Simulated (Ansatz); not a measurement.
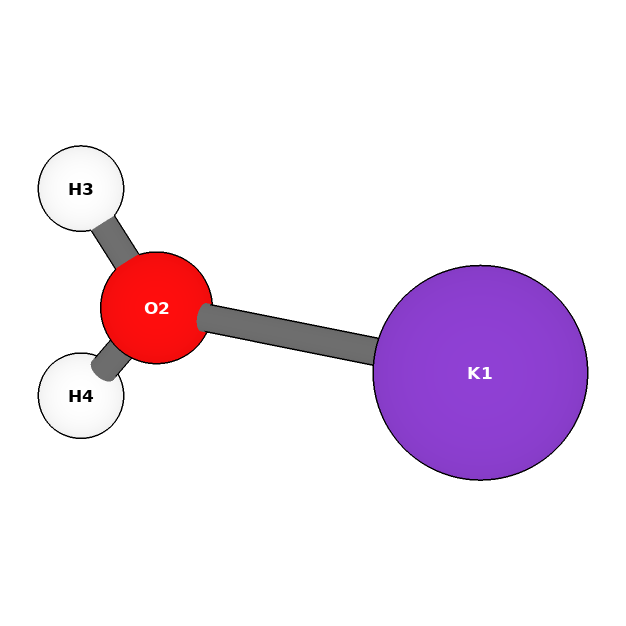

Atoms carry their numbers in the input. State: charge +1, singlet. Computed geometry: PBE-D4/def2-SVP optimisation. No frequency run is at hand to confirm it as a minimum.

**What is the geometry at O2?**

O2 has 3 neighbours (K1 at 2.59, H3 at 0.98, H4 at 0.98 Å); the arrangement is trigonal planar.
